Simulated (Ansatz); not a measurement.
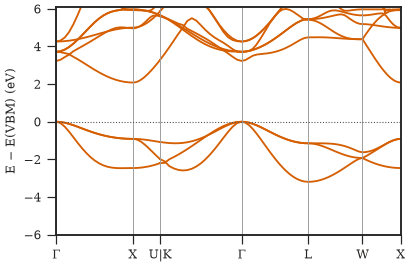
*Band structure from plane-wave PAW PBE (Ansatz code)*

**Question.** Read off the gap and where the band edges lie.

**Answer.** About 2.1 eV (2.08 eV by a search for the band edges); maximum at Γ, minimum at X.

**Question.** Which compound is it?
A) MgSe, rock salt
B) NaI, rock salt
C) AgCl, rock salt
D) CaSe, rock salt

**Answer.** D, CaSe, rock salt

Space group Fm-3m (rock salt). The cell was relaxed with PBE under the symmetry of its start. Scalar-relativistic: spin–orbit coupling is off unless named, which matters more the heavier the elements.

Potentials: the later of the program's two PAW sets.
